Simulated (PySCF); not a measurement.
# EuH5O (Eu(H)3(H2O)): the cost of one run

The runs use PySCF 2.14.0; several levels, as the steps say, no spin–orbit coupling.

1 further run of the same task is left out (for a known fault of the program).

## (1) The system as given

7 atoms, charge 0, spin multiplicity 1.

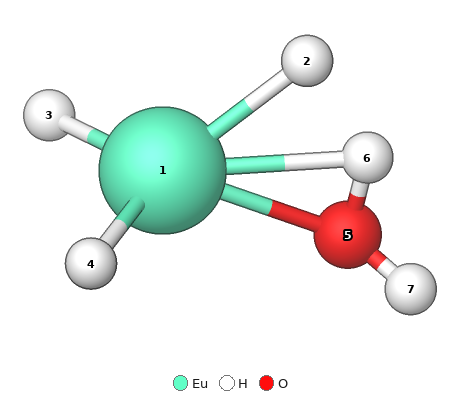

The structure; europium green, hydrogen white, oxygen red; atoms are numbered from 1 in the order of the file.

Geometry (Å):

```xyz
7
charge 0, multiplicity 1
Eu    0.05395   -0.25030   -0.04381
H     0.41858    1.81555    0.30264
H    -0.89976   -1.30715    1.42528
H     1.45769   -1.27196   -1.12791
O    -1.26824    1.27325   -1.26579
H    -0.66716    1.89581   -0.71461
H    -1.42682    1.67688   -2.12612
```

Formal oxidation states: Eu +3. Each metal's 6 4f electrons lie in its core potential, so multiplicities, spins and levels count the valence alone. An earlier session relaxed this geometry at PBE0, Eu lcecp-1-SVP with ECP52, H def2-SVP, O def2-SVP (singlet, point group C1).

At PBE0 on the finer grid: E = -113.331755 Eh, HOMO -6.53 eV, LUMO -1.21 eV, Mulliken charge on Eu1 +0.74 e, largest force component 0.011 eV/Å. 

Levels to run: TPSSh; M06-L; PBE0, TZVP. Hardware: 2 threads of Arm Neoverse V1, shared host.

## (2) TPSSh

The input, run.py (the lines that set the calculation):

```python
mol = gto.M(atom='''
Eu     0.05395    -0.25030    -0.04381
H      0.41858     1.81555     0.30264
H     -0.89976    -1.30715     1.42528
H      1.45769    -1.27196    -1.12791
O     -1.26824     1.27325    -1.26579
H     -0.66716     1.89581    -0.71461
H     -1.42682     1.67688    -2.12612''',
    basis={'Eu': 'lcecp-1-SVP', 'H': 'def2-SVP', 'O': 'def2-SVP'},
    ecp={'Eu': 'lcecp-1-SVP'},
    charge=0, spin=0)
mf = dft.RKS(mol, xc='TPSSH')
mf.grids.atom_grid = (75, 302)  # f atoms: unpruned, at least (60, 302)
mf = mf.density_fit()  # fitting sets: Eu AutoAux, H def2-universal-JKFIT, O def2-universal-JKFIT
mf.conv_tol = 1e-08; mf.max_cycle = 55
mf.kernel(dm0)  # dm0: the density of the relaxed state
```

Launch:

```
OMP_NUM_THREADS=2 python run.py
```

**Question.** How long does this run take on 2 threads of Arm Neoverse V1, shared host?

About 3.9 s.
